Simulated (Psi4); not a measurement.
Excited-state calculation of AlH5O

AlH5O (Al(H2O)H3), computed with TDDFT (wB97X-D)/def2-SVP, RKS (Psi4 1.11).

The geometry was optimised with wB97X-D/def2-SVP.

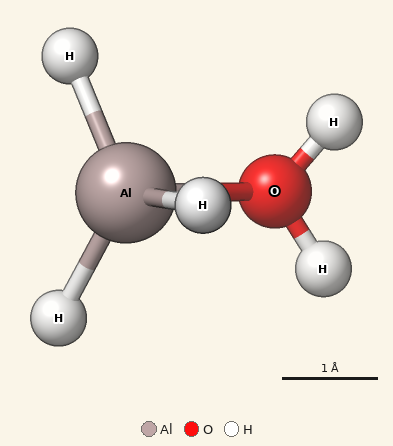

The structure as given in the input (ball-and-stick view, seen at a tilt). Sticks mark near contacts. Bond lengths as drawn: Al–H 1.60 Å, Al–O 2.04 Å and H–O 0.97 Å.

**The input (job.py)**
```python
import psi4

psi4.set_memory(1600000000)
psi4.set_num_threads(1)
psi4.set_output_file('run.log', False)

with open('alh5o.xyz') as f:
    atoms = ''.join(f.readlines()[2:])
m = psi4.geometry('0 1\n' + atoms + '')

psi4.set_options(dict(basis='def2-SVP', save_jk=True))

from psi4.driver.procrouting.response.scf_response import tdscf_excitations
e, wfn = psi4.energy("WB97X-D", molecule=m, return_wfn=True)
states = tdscf_excitations(wfn, states=4, tda=False)
for k, s in enumerate(states, 1):
    print(f"root {k}: {s['EXCITATION ENERGY'] * 27.211386:.4f} eV  f = {s['OSCILLATOR STRENGTH (LEN)']:.4f}  {s['SYMMETRY']}")
print('E =', round(e, 9))
```

**File alh5o.xyz**
```
7
AlH5O
Al     0.023438    -0.044297    -0.930053
O      0.018859    -0.021822     1.111521
H     -0.834007    -0.136286     1.548781
H      0.472036     0.710199     1.547934
H      1.606169    -0.001502    -1.138486
H     -0.785672     1.311917    -1.207678
H     -0.772461    -1.416983    -1.114174
```

Machine: 1 thread of Intel Xeon @ 2.50GHz (Skylake/Cascade Lake), 16 GiB of memory available, shared host.

Command:
```bash
python job.py
```

**What the program printed**
```
emigio,

    h
    h
    h

    -----------------------------------------------------------------------

    Memory:     1.5 GiB
    Threads:    1
                ecpint, einsums, f̶o̶r̶t̶e̶, gauxc, gcp, g̶d̶m̶a̶, geometric, g̶p̶u̶_̶d̶f̶c̶c̶,
                i̶n̶t̶e̶g̶r̶a̶t̶o̶r̶x̶x̶, i̶p̶i̶, libefp, m̶d̶i̶, m̶p̶2̶d̶, m̶r̶c̶c̶, ooo,
                o̶p̶e̶n̶f̶e̶r̶m̶i̶o̶n̶p̶s̶i̶4̶, pcmsolver, p̶s̶i̶4̶f̶o̶c̶k̶c̶i̶, p̶s̶i̶x̶a̶s̶,
                p̶y̶e̶i̶n̶s̶u̶m̶s̶, r̶e̶s̶p̶, s̶i̶m̶i̶n̶t̶, s̶n̶s̶m̶p̶2̶,
                v̶2̶r̶d̶m̶_̶c̶a̶s̶s̶c̶f̶

   => Loading Basis Set <=

    Name: DEF2-SVP
    Role: ORBITAL
    Keyword: BASIS

   => WB97X-D: Empirical Dispersion <=

    Chai and Head-Gordon Dispersion Correction

        s6 =       1.000000

         ---------------------------------------------------------
                                   SCF
                              RKS Reference
                        1 Threads,   1525 MiB Core
         ---------------------------------------------------------

  ==> Geometry <==

    Molecular point group: c1
    Full point group: C1

    Geometry (in Angstrom), charge = 0, multiplicity = 1:

       Center              X                  Y                   Z               Mass
    ------------   -----------------  -----------------  -----------------  -----------------
         AL           0.010574469764    -0.021945082411    -0.770062305447    26.981538530000
         O            0.005995469764     0.000529917589     1.271511694553    15.994914619570
         H           -0.846870530236    -0.113934082411     1.708771694553     1.007825032230
         H            0.459172469764     0.732550917589     1.707924694553     1.007825032230
         H            1.593305469764     0.020849917589    -0.978495305447     1.007825032230
         H           -0.798535530236     1.334268917589    -1.047687305447     1.007825032230
         H           -0.785324530236    -1.394631082411    -0.954183305447     1.007825032230

  Running in c1 symmetry.

  Rotational constants: A =      1.86744  B =      0.30800  C =      0.30174 [cm^-1]
  Rotational constants: A =  55984.32850  B =   9233.55083  C =   9045.86009 [MHz]
  Nuclear repulsion =   60.372435176470866

  Charge       = 0
  Multiplicity = 1
  Electrons    = 26
  Nalpha       = 13
  Nbeta        = 13

  ==> Algorithm <==

  SCF Algorithm Type is DF.
  DIIS enabled.
  MOM disabled.
  Fractional occupation disabled.
  Guess Type is SAD.
  Energy threshold   = 1.00e-06
  Density threshold  = 1.00e-06
  Integral threshold = 1.00e-12

  ==> Primary Basis <==

  Basis Set: DEF2-SVP
    Blend: DEF2-SVP
    Number of shells: 29
    Number of basis functions: 57
    Number of Cartesian functions: 59
    Spherical Harmonics?: true
    Max angular momentum: 2

  ==> DFT Potential <==

   => LibXC <=

    Version 7.1.2

   => Composite Functional: WB97X-D <=

    wB97X-D Hyb-GGA Exchange-Correlation Functional

    Deriv               =              1
    GGA                 =           TRUE
    Meta                =          FALSE

    Exchange Hybrid     =           TRUE
    MP2 Hybrid          =          FALSE

   => Exchange-Correlation Functionals <=

    1.0000   wB97X-D range-separated functional

   => Exact (HF) Exchange <=

    0.7780            HF,LR [omega = 0.2000]
    0.2220               HF

   => LibXC Density Thresholds  <==

    XC_HYB_GGA_XC_WB97X_D:  1.00E-14

   => Molecular Quadrature <=

    Radial Scheme          =       TREUTLER
    Pruning Scheme         =           NONE
    Nuclear Scheme         =       TREUTLER

    Blocking Scheme        =         OCTREE
    BS radius alpha        =              1
    Pruning alpha          =              1
    Radial Points          =             75
    Spherical Points       =            302
    Total Points           =         152956
    Total Blocks           =           1200
    Max Points             =            256
    Max Functions          =             57
    Weights Tolerance      =       1.00E-15

   => Loading Basis Set <=

    Name: (DEF2-SVP AUX)
    Role: JKFIT
    Keyword: DF_BASIS_SCF

  ==> Integral Setup <==

  DFHelper Memory: AOs need 0.023 GiB; user supplied 0.897 GiB.
  SCF_SUBTYPE=INCORE selected. In-core MEM_DF algorithm will be used.
  Using in-core AOs.

  ==> MemDFJK: Density-Fitted J/K Matrices <==

    J tasked:                   Yes
    K tasked:                   Yes
    wK tasked:                  Yes
    Omega:                2.000E-01
    Memory [MiB]:               918
    Algorithm:                 Core
    Schwarz Cutoff:           1E-12
    Mask sparsity (%):       0.0616
    Fitting Condition:        1E-10

   => Auxiliary Basis Set <=

  Basis Set: (DEF2-SVP AUX)
    Blend: DEF2-UNIVERSAL-JKFIT
    Number of shells: 93
    Number of basis functions: 295
    Number of Cartesian functions: 348
    Spherical Harmonics?: true
    Max angular momentum: 4

  Cached 100.0% of DFT collocation blocks in 0.221 [GiB].

  Minimum eigenvalue in the overlap matrix is 2.5405053537E-02.
  Reciprocal condition number of the overlap matrix is 5.5872891891E-03.
    Using symmetric orthogonalization.

  ==> Pre-Iterations <==

  SCF Guess: Superposition of Atomic Densities via on-the-fly atomic UHF (no occupation information).

   -------------------------
    Irrep   Nso     Nmo
   -------------------------
     A         57      57
   -------------------------
    Total      57      57
   -------------------------

  ==> Iterations <==

                           Total Energy        Delta E     RMS |[F,P]|

   @DF-RKS iter SAD:  -319.76984244023510   -3.19770e+02   0.00000e+00
   @DF-RKS iter   1:  -320.39928682981099   -6.29444e-01   8.26869e-03 ADIIS/DIIS
   @DF-RKS iter   2:  -320.41311606610464   -1.38292e-02   8.24373e-03 ADIIS/DIIS
   @DF-RKS iter   3:  -320.48944074160624   -7.63247e-02   5.06185e-04 ADIIS/DIIS
   @DF-RKS iter   4:  -320.48985043813889   -4.09697e-04   8.82213e-05 DIIS
   @DF-RKS iter   5:  -320.48986858800390   -1.81499e-05   1.71347e-05 DIIS
   @DF-RKS iter   6:  -320.48986965304624   -1.06504e-06   2.58201e-06 DIIS
   @DF-RKS iter   7:  -320.48986969942700   -4.63808e-08   4.36341e-07 DIIS
  Energy and wave function converged.

  ==> Post-Iterations <==

   Electrons on quadrature grid:
      Ntotal   =   26.0000008937 ; deviation = 8.937e-07

    Orbital Energies [Eh]
    ---------------------

    Doubly Occupied:

       1A    -56.135260     2A    -19.360790     3A     -4.208364
       4A     -2.754245     5A     -2.747760     6A     -2.747642
       7A     -1.197317     8A     -0.718227     9A     -0.617942
      10A     -0.513985    11A     -0.444917    12A     -0.350300
      13A     -0.344616

    Virtual:

      14A      0.056957    15A      0.120967    16A      0.141802
      17A      0.159683    18A      0.171791    19A      0.192756
      20A      0.241870    21A      0.385925    22A      0.387024
      23A      0.448659    24A      0.462511    25A      0.518481
      26A      0.596470    27A      0.610462    28A      0.630956
      29A      0.652368    30A      0.689474    31A      0.898184
      32A      0.914913    33A      0.923940    34A      1.008931
      35A      1.058513    36A      1.098719    37A      1.279098
      38A      1.337316    39A      1.512574    40A      1.524283
      41A      1.674173    42A      1.689246    43A      1.732437
      44A      1.784700    45A      1.788395    46A      1.832366
      47A      1.925315    48A      2.038907    49A      2.209028
      50A      2.237633    51A      2.294008    52A      2.305425
      53A      2.945992    54A      2.989727    55A      3.139749
      56A      3.512500    57A      3.815717

    Final Occupation by Irrep:
              A
    DOCC [    13 ]
    NA   [    13 ]
    NB   [    13 ]

  @DF-RKS Final Energy:  -320.48986969942700

   => Energetics <=

    Nuclear Repulsion Energy =             60.3724351764708658
    One-Electron Energy =                -563.3642876885751321
    Two-Electron Energy =                 203.1159299151562152
    DFT Exchange-Correlation Energy =     -20.6123918998521916
    Empirical Dispersion Energy =          -0.0015552026267628
    VV10 Nonlocal Energy =                  0.0000000000000000
    Total Energy =                       -320.4898696994270040

Computation Completed

Properties will be evaluated at   0.000000,   0.000000,   0.000000 [a0]

Properties computed using the SCF density matrix

 Multipole Moments:

 ------------------------------------------------------------------------------------
     Multipole            Electronic (a.u.)      Nuclear  (a.u.)        Total (a.u.)
 ------------------------------------------------------------------------------------

 L = 1.  Multiply by 2.5417464519 to convert [e a0] to [Debye]
 Dipole X            :          0.1116818           -0.3643785           -0.2526967
 Dipole Y            :         -0.1598592            0.5632477            0.4033885
 Dipole Z            :          0.8044149            1.1293269            1.9337418
 Magnitude           :                                                    1.9914656

 ------------------------------------------------------------------------------------

	total time  =          6 seconds =       0.10 minutes

******************************************************************************************
**********                               WARNING                                **********
**********       The names of excited state variables changed between 1.5       **********
**********     and 1.6. For a quick solution, remove the symmetry specifier     **********
**********   from the variable name. For full details, see 'Notes on Psivars'   **********
**********                        in the documentation.                         **********
******************************************************************************************

         ---------------------------------------------------------
                         TDSCF excitation energies
         ---------------------------------------------------------

  ==> Options <==

     Residual threshold  : 1.0000e-04
     Initial guess       : denominators
     Reference           : RHF
     Solver type         : RPA (Hamiltonian)

  ==> Requested Excitations <==

      4 singlet states with A symmetry

  ==> Seeking the lowest 4 singlet states with A symmetry

                        Generalized Hamiltonian Solver

  ==> Options <==

    Max number of iterations        = 60
    Eigenvector tolerance           = 1.0000e-04
    Max number of expansion vectors = 800

  => Iterations <=
                              Max[D[value]]     Max[|R|]   # vectors
  HamiltonianSolver iter   1:   3.12397e-01  7.70875e-02     16
  HamiltonianSolver iter   2:   2.00559e-03  2.50534e-02     24
  HamiltonianSolver iter   3:   1.17016e-04  6.19634e-03     32
  HamiltonianSolver iter   4:   8.85687e-06  1.34117e-03     40
  HamiltonianSolver iter   5:   2.60033e-07  2.90253e-04     48
  HamiltonianSolver iter   6:   1.40790e-08  7.31703e-05     54      Converged

******************************************************************************************
**********                               WARNING                                **********
**********  Length-gauge rotatory strengths are **NOT** gauge-origin invariant  **********
******************************************************************************************

                                    Excitation Energy         Total Energy        Oscillator Strength             Rotatory Strength
     #   Sym: GS->ES (Trans)        au              eV              au          au (length)    au (velocity)    au (length)    au (velocity)
    ---- -------------------- --------------- --------------- --------------- --------------- --------------- --------------- ---------------
     1        A->A (1 A)       0.23284         6.33599        -320.25703       0.0015          0.0003          0.0000         -0.0005
     2        A->A (1 A)       0.24047         6.54362        -320.24940       0.0081          0.0086          0.0008         -0.0002
     3        A->A (1 A)       0.30595         8.32526        -320.18392       0.0044          0.0098         -0.0010         -0.0010
     4        A->A (1 A)       0.31076         8.45630        -320.17911       0.0002          0.0006         -0.0048         -0.0033

Contributing excitations and de-excitations
Only contributions with abs(coeff) > 1.00e-01 will be printed:

Excited State    1 (1 A):   0.23284 au   195.68 nm f = 0.0015
  Sums of squares: Xssq =  1.000315e+00; Yssq =  3.148405e-04; Xssq - Yssq =  1.000000e+00
     13a  ->  14a    -0.970236 (94.136%)
     13a  ->  15a    -0.225243 ( 5.073%)

Excited State    2 (1 A):   0.24047 au   189.47 nm f = 0.0081
  Sums of squares: Xssq =  1.000385e+00; Yssq =  3.852375e-04; Xssq - Yssq =  1.000000e+00
     12a  ->  14a     0.964873 (93.098%)
     12a  ->  15a     0.243812 ( 5.944%)

Excited State    3 (1 A):   0.30595 au   148.93 nm f = 0.0044
  Sums of squares: Xssq =  1.000832e+00; Yssq =  8.316244e-04; Xssq - Yssq =  1.000000e+00
     12a  ->  18a    -0.107532 ( 1.156%)
     13a  ->  14a    -0.221119 ( 4.889%)
     13a  ->  15a     0.948789 (90.020%)

Excited State    4 (1 A):   0.31076 au   146.62 nm f = 0.0002
  Sums of squares: Xssq =  1.000530e+00; Yssq =  5.302163e-04; Xssq - Yssq =  1.000000e+00
     12a  ->  14a     0.185742 ( 3.450%)
     12a  ->  15a    -0.806842 (65.099%)
     12a  ->  17a     0.434904 (18.914%)
     13a  ->  16a    -0.328740 (10.807%)

******************************************************************************************
**********                               WARNING                                **********
**********       The names of excited state variables changed between 1.5       **********
**********     and 1.6. For a quick solution, remove the symmetry specifier     **********
**********   from the variable name. For full details, see 'Notes on Psivars'   **********
**********                        in the documentation.                         **********
******************************************************************************************
```

**Standard output**
```
root 1: 6.3360 eV  f = 0.0015  A
root 2: 6.5436 eV  f = 0.0081  A
root 3: 8.3253 eV  f = 0.0044  A
root 4: 8.4563 eV  f = 0.0002  A
E = -320.489869699
```

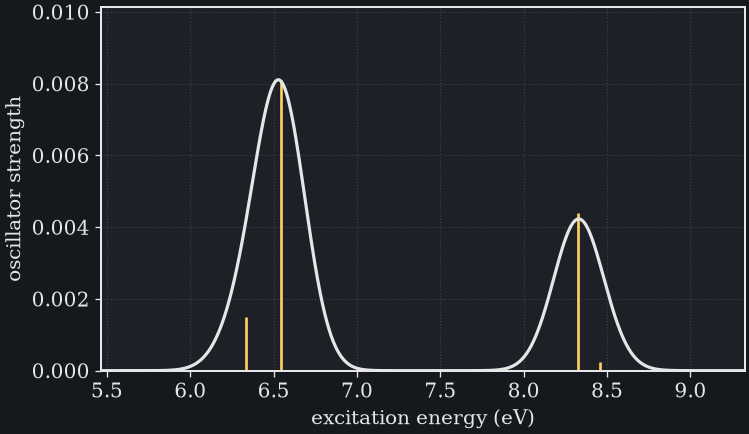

Computed excitations as sticks (degenerate states added up, dark ones marked on the axis), with a Gaussian envelope of 0.35 eV full width at half maximum, scaled to the tallest. Of the 4 states the lowest lies at 6.34 eV (f = 0.002); the strongest line is at 6.54 eV, or 189 nm (f = 0.008).

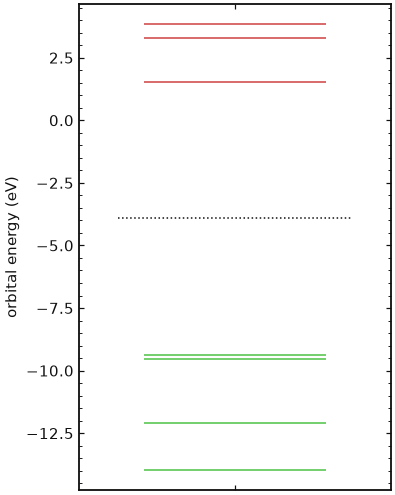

Orbital energies near the frontier; the dotted line parts filled from empty levels, and levels within 0.02 eV of each other stand side by side. Highest filled −9.38 eV, lowest empty 1.55 eV, 10.93 eV apart.

**Key numbers**

| quantity | value |
| --- | --- |
| outcome | converged |
| total energy | −320.489870 hartree |
| dispersion energy | −0.001555 hartree |
| basis functions | 57 |
| HOMO | −9.38 eV |
| LUMO | 1.55 eV |
| dipole moment | 5.06 D |
| lowest excitation | 6.34 eV |
| wall time | 23 s |
| peak memory | 0.46 GiB |
